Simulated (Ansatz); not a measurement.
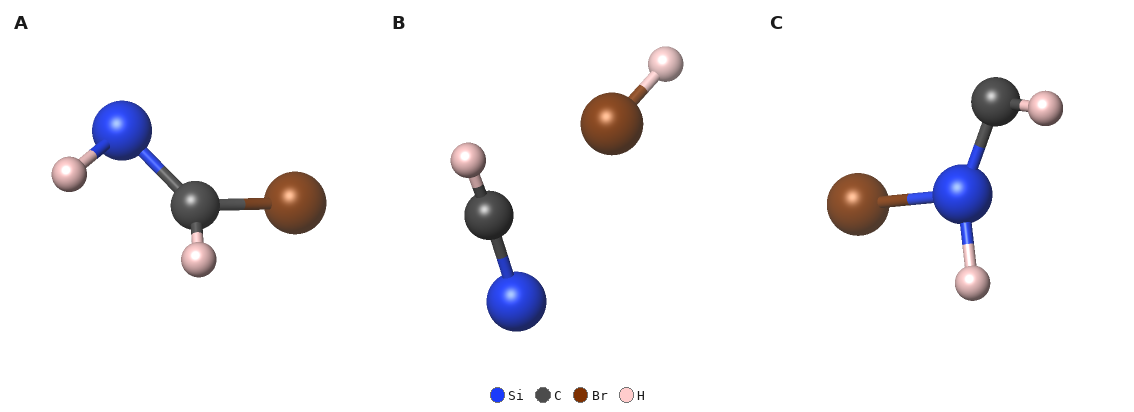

3 stationary structures of one formula. The species has charge −1 and is a spin singlet. Geometries: PBE-D4/def2-SVPD. Electronic energies: PBE-D4/def2-SVPD (Ansatz 0.2.0), without zero-point energy. No frequency run is at hand to confirm each as a minimum.

Question: Which structure is the most stable?

Answer: A is lowest (Cs); C lies 19.0 kJ/mol above it (Cs), B lies 101.6 kJ/mol above it (Cs).
